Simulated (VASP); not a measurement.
Here is the system:

```yaml
crystal:
  lattice:
    - [1.38613, -2.40084, 0.00000]
    - [1.38613, 2.40084, 0.00000]
    - [0.00000, 0.00000, 4.48563]
  atoms:
    - { symbol: Re, position: [0.33333, 0.66667, 0.25000] }
    - { symbol: Re, position: [0.66667, 0.33333, 0.75000] }
```

All values below come from PBE GGA, VASP's PBE PAW potentials (set 64) (plane waves; VASP 6.6.1). Settings: 400 eV cut-off, 17×17×9 Γ-centred mesh, tetrahedra with Blöchl corrections, potentials Re.

Unless said otherwise, spin-orbit coupling is left out, though it shifts the bands of the heavy elements here.

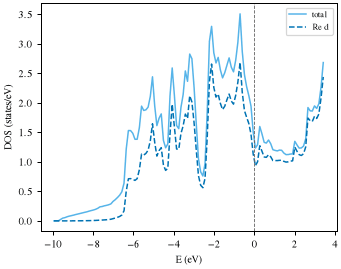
Total and projected density of states, zero at the Fermi level

Within 2 eV below the Fermi level the largest weight inside VASP's projection spheres is Re d.

It has no gap at this level: it comes out as a metal or semimetal.

The compound is Re in the hcp structure. It was relaxed first.
